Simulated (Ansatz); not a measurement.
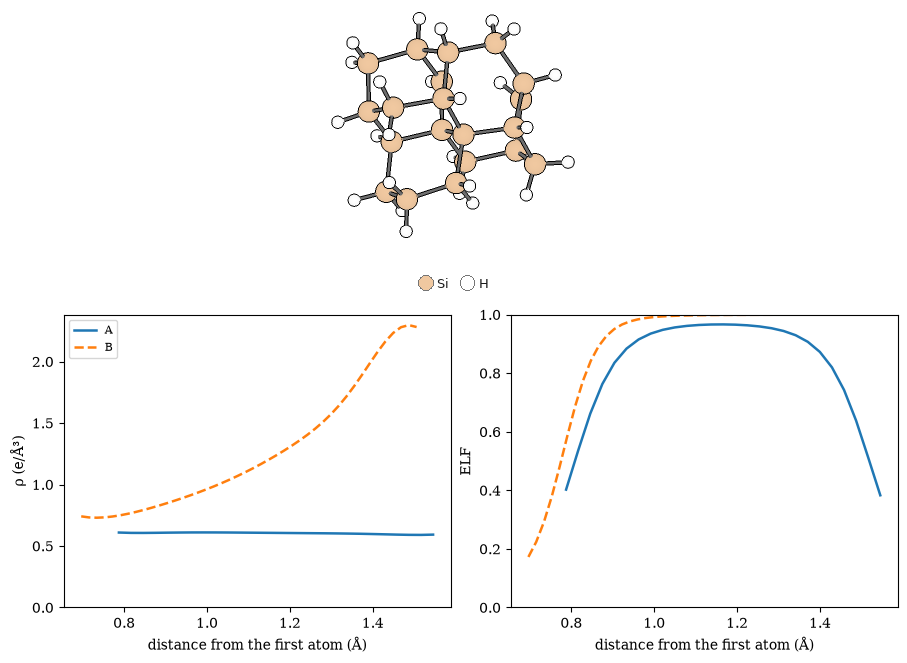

H$_{26}$Si$_{20}$ (triplet). Electron density and ELF along straight lines between neighbouring atoms. The curves leave out the atomic cores. The structure is drawn too.

Geometry: PBE-D4/def2-SVP.

Level of theory: UKS PBE0-D4/def2-SVP (Ansatz 0.2.0).

Input

```
crystal:
  periodic: [false, false, false]
  atoms:
    - {symbol: Si, position_ang: [-4.007012, 1.988693, -0.283961]}
    - {symbol: Si, position_ang: [-1.311413, -2.946446, 2.876134]}
    - {symbol: Si, position_ang: [1.477120, -3.374055, -0.407344]}
    - {symbol: Si, position_ang: [-1.396882, 2.206105, -2.914062]}
    - {symbol: Si, position_ang: [1.575151, -0.559837, -2.979247]}
    - {symbol: Si, position_ang: [-1.167524, -0.567598, -0.313599]}
    - {symbol: Si, position_ang: [-1.021130, 2.422418, 2.101068]}
    - {symbol: Si, position_ang: [1.543372, -0.475530, 2.342923]}
    - {symbol: Si, position_ang: [1.845617, 1.947732, -0.441531]}
    - {symbol: Si, position_ang: [4.357493, -1.004831, -0.161500]}
    - {symbol: Si, position_ang: [-2.495109, -1.771896, 1.214660]}
    - {symbol: Si, position_ang: [-2.655113, 0.645235, -1.672261]}
    - {symbol: Si, position_ang: [-2.416615, 3.518212, 0.548224]}
    - {symbol: Si, position_ang: [0.145647, -1.929700, -1.701157]}
    - {symbol: Si, position_ang: [0.160871, -1.474180, 3.967751]}
    - {symbol: Si, position_ang: [2.736425, -2.112333, 1.135545]}
    - {symbol: Si, position_ang: [0.496034, 1.284500, -3.994072]}
    - {symbol: Si, position_ang: [-1.157776, 3.968227, -1.379618]}
    - {symbol: Si, position_ang: [3.199059, 0.449062, -1.609326]}
    - {symbol: Si, position_ang: [0.254004, 0.863541, 0.885429]}
    - {symbol: H, position_ang: [-5.053634, 2.711232, -1.095076]}
    - {symbol: H, position_ang: [-4.690901, 1.211416, 0.809804]}
    - {symbol: H, position_ang: [-2.295065, -3.535506, 3.857799]}
    - {symbol: H, position_ang: [-0.523004, -4.076113, 2.268408]}
    - {symbol: H, position_ang: [2.460084, -4.087470, -1.305681]}
    - {symbol: H, position_ang: [0.627254, -4.417057, 0.270123]}
    - {symbol: H, position_ang: [-2.284747, 2.706496, -4.034137]}
    - {symbol: H, position_ang: [2.214944, -1.405649, -4.056121]}
    - {symbol: H, position_ang: [-1.820141, 1.718910, 3.171660]}
    - {symbol: H, position_ang: [-0.093464, 3.408146, 2.767372]}
    - {symbol: H, position_ang: [2.561862, 0.414868, 3.018622]}
    - {symbol: H, position_ang: [2.576045, 2.988486, 0.378261]}
    - {symbol: H, position_ang: [5.187724, -2.001919, -0.934823]}
    - {symbol: H, position_ang: [5.279577, -0.192925, 0.713833]}
    - {symbol: H, position_ang: [-3.398502, -2.702391, 0.442344]}
    - {symbol: H, position_ang: [-3.371642, -0.768425, 1.924597]}
    - {symbol: H, position_ang: [-3.436742, -0.316777, -2.535873]}
    - {symbol: H, position_ang: [-0.756542, -2.721168, -2.619687]}
    - {symbol: H, position_ang: [0.998617, -2.210085, 4.984870]}
    - {symbol: H, position_ang: [-0.633315, -0.411429, 4.685137]}
    - {symbol: H, position_ang: [3.412347, -3.046037, 2.114078]}
    - {symbol: H, position_ang: [-0.016395, 0.855837, -5.350716]}
    - {symbol: H, position_ang: [1.526655, 2.364861, -4.223482]}
    - {symbol: H, position_ang: [0.250332, 4.449421, -1.113572]}
    - {symbol: H, position_ang: [-3.036162, 4.762078, 1.137274]}
    - {symbol: H, position_ang: [4.152634, 1.223900, -2.489046]}
basis:
  gaussian: {orbitals: def2-SVP, fitting: {mean_field: def2-universal-jkfit}, initial_orbitals: start.molden}
magnetization: {spin_polarized: true, initial_magnetization: 2}
hamiltonian: {xc: pbe0, dispersion: d4}
scf: {omitted_lower_state_checks: [starts]}
output: {orbitals: {seedname: orbitals}}
```

Run with:

```sh
ansatz run in.yaml --threads 2 --pin off --events-out ev --progress --plain --max-ram 32768MiB --backend cuda --devices 0, --max-vram 18GiB
```

Question: Which curve belongs to which contact (Si–H and Si–Si)? The first atom named is at distance zero.

Answer: Curve A: Si–Si (2.33 Å): ρ is about 0.61 e/Å³ halfway; the ELF peaks at about 0.95 between the atoms (localised, covalent bonding). Curve B: Si–H (1.51 Å): the density is about 0.73 e/Å³ at the midpoint; the ELF climbs to about 1 towards the hydrogen, as it does in any bond to H.
